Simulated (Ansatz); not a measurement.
# CH2ClF2Si (doublet): what the fields show

```yaml
atoms:
  - { symbol: C, position_ang: [-0.6039, -2.7673, 0.4370] }
  - { symbol: Cl, position_ang: [0.3010, 0.2227, 1.1891] }
  - { symbol: F, position_ang: [-1.7779, -0.5044, -0.7829] }
  - { symbol: F, position_ang: [0.6647, -1.0789, -1.4405] }
  - { symbol: Si, position_ang: [-0.3869, -1.0871, -0.2236] }
  - { symbol: H, position_ang: [-1.5349, -3.0894, 0.9153] }
  - { symbol: H, position_ang: [0.2070, -3.5036, 0.4338] }
```

Geometry: r2SCAN-D4/def2-SVP.

Computed with isolated molecule in a Gaussian basis; Kohn-Sham density functional theory, functional PBE0 in Ansatz 0.2.0.

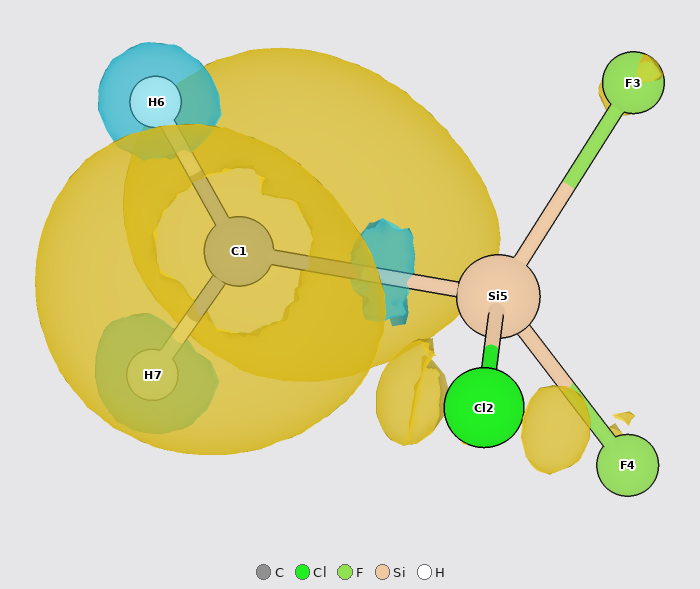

Figure 1. Isosurfaces of the spin density (α minus β) at +0.02 (yellow) and −0.02 e/Å³ (cyan), seen at a tilt.

Describe the spin distribution.

The unpaired spin (1 electron) lies mostly on C1 (about 0.8) and Si5 (about 0.1), in electrons by Hirshfeld's partition.

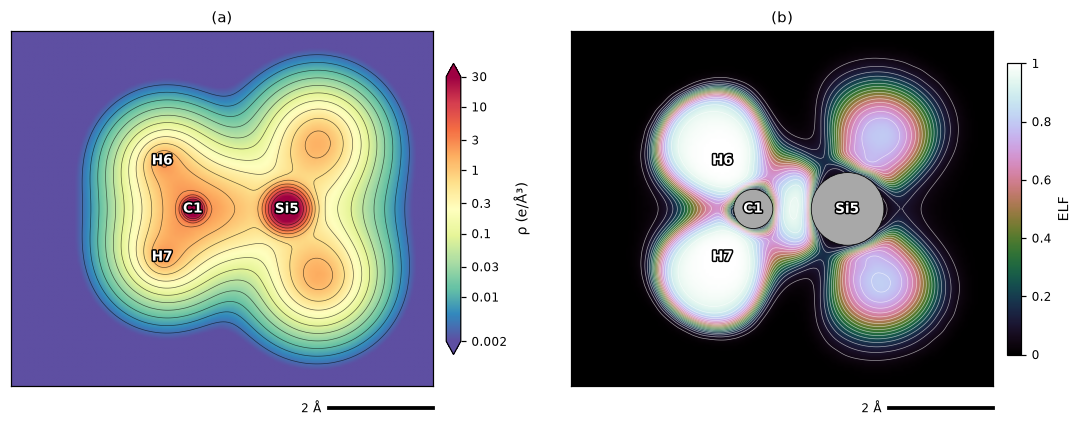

Figure 2. (a) total electron density; (b) ELF on the plane of atoms H6, C1 and H7. Grey discs cover the atomic cores in the ELF map.

Describe what can be read from this map.

The section cuts through C, Si and H sites. C–Si (1.82 Å): ρ at the midpoint is about 1.1 e/Å³; the ELF peaks at about 0.95 between the atoms (a covalent bond). C–H (1.10 Å): ρ is about 2 e/Å³ halfway; the ELF climbs to about 1 towards the hydrogen, as it does in any bond to H (a covalent bond by its length). The ELF also peaks beside F4, away from the bonds: non-bonding electrons, paired or unpaired.

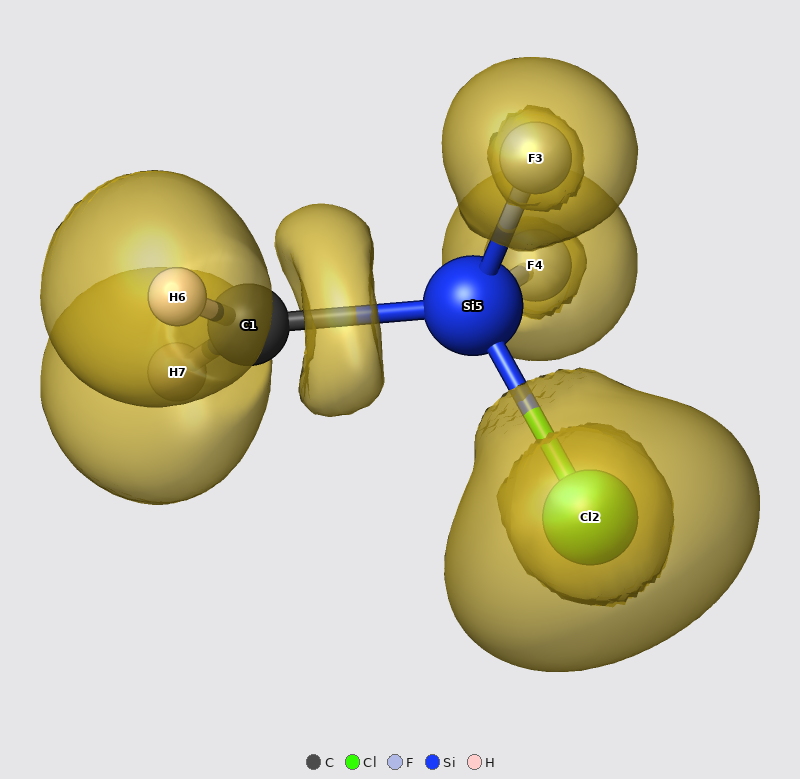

Figure 3. Isosurface of the ELF at 0.75 (yellow), seen from one side. Core shells and regions of very low density are left out.

What do the ELF domains correspond to?

The surface consists of one region between bonded C–Si atoms (shared pairs), two regions around hydrogen nuclei, one region on Cl in which the atom's valence shell and bonds are merged and two regions wrapped around F (its lone pairs, merged into a ring or cap). Profiles from the grid: Si–F (1.61 Å): the ELF peaks at about 0.85 in the valence shell of F, 0.6 Å from its nucleus, and is about 0.55 at the midpoint.

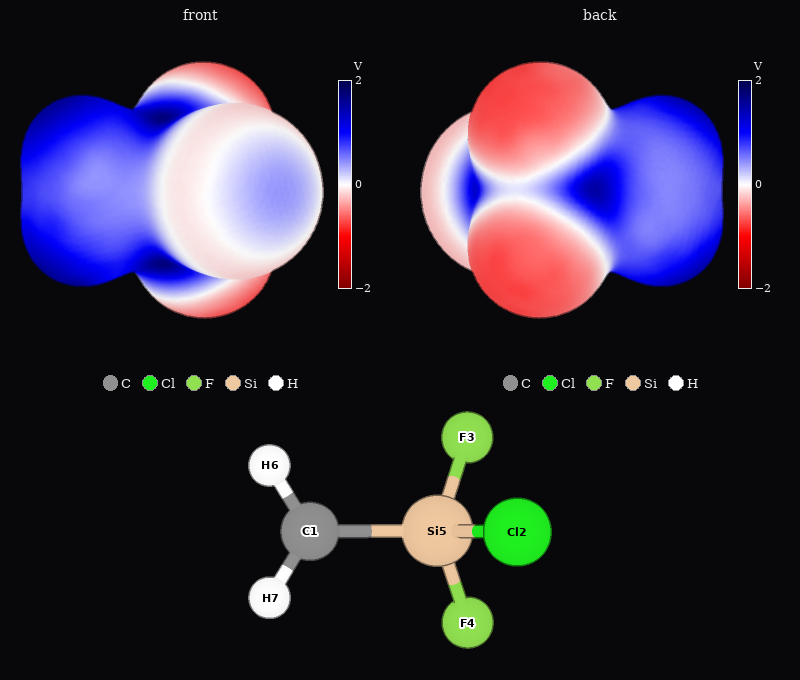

Figure 4. The molecular electrostatic potential painted on the density surface at 0.002 e/bohr³, seen from the front and from behind; red is negative and blue positive. The bare structure is drawn below in the same view.

Where is the surface potential most negative and most positive?

The most negative region (about −0.7 V) lies over F3 and F4, the most positive (about +1.6 V) over Si5, H6 and H7. Cl2 shows a σ-hole: about +0.4 V at the tip opposite its bond, against about −0.1 V on its flanks.

What dipole moment does the calculation give?

Its dipole moment is 2.38 D.
